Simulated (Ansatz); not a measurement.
```sh
ansatz run in.yaml --threads 8 --pin off --events-out ev --progress --plain --max-ram 19148MiB
```

```yaml
crystal:
  periodic: [false, false, false]
  atoms:
    - {symbol: Si, position_ang: [-0.556017, -0.861085, -0.112754]}
    - {symbol: F, position_ang: [0.982940, -0.731085, -0.344864]}
    - {symbol: F, position_ang: [-1.002128, -2.331497, -0.392094]}
    - {symbol: F, position_ang: [-1.311815, 0.104801, -1.079727]}
    - {symbol: F, position_ang: [-0.893041, -0.486812, 1.365602]}
basis:
  gaussian: {orbitals: def2-TZVPP}
hamiltonian: {xc: {name: B2PLYP}}
```

What structure does this define?

The molecule is SiF₄. The point group is Td. Coordination: 1 Si tetrahedral.

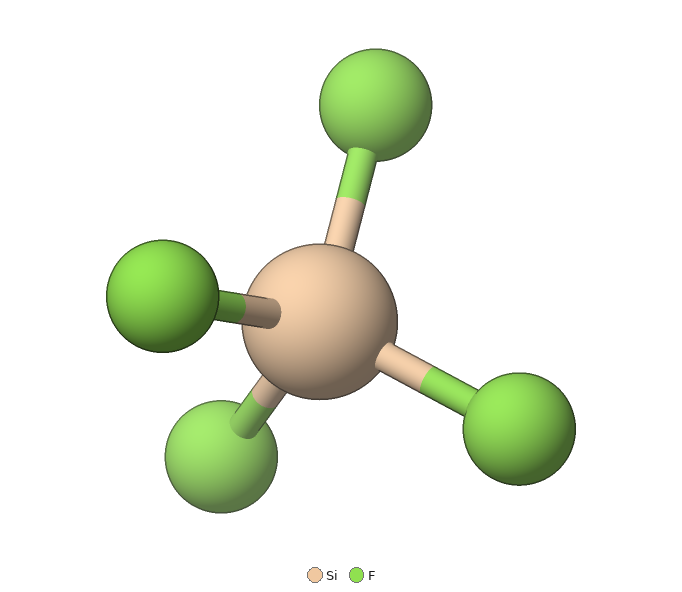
